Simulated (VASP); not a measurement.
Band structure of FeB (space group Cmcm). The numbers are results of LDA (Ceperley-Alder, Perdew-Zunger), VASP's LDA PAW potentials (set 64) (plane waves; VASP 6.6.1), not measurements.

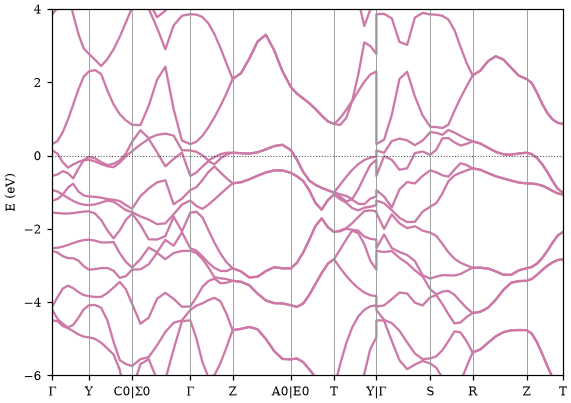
Figure: Bands along high-symmetry lines, zero at the valence-band maximum or, without a gap, the Fermi level

### Question
Read the plot: is there a gap, and where are the band edges?

### Answer
It has no gap at this level: it comes out as a metal or semimetal. (Edges off the drawn lines would not show.)

The structure comes from a computed database's FeB entry (Cmcm); how it stands against other phases isn't given here. It was relaxed first, which changed the volume by -8 %. The run is not spin-polarised, so no magnetic state was tried.
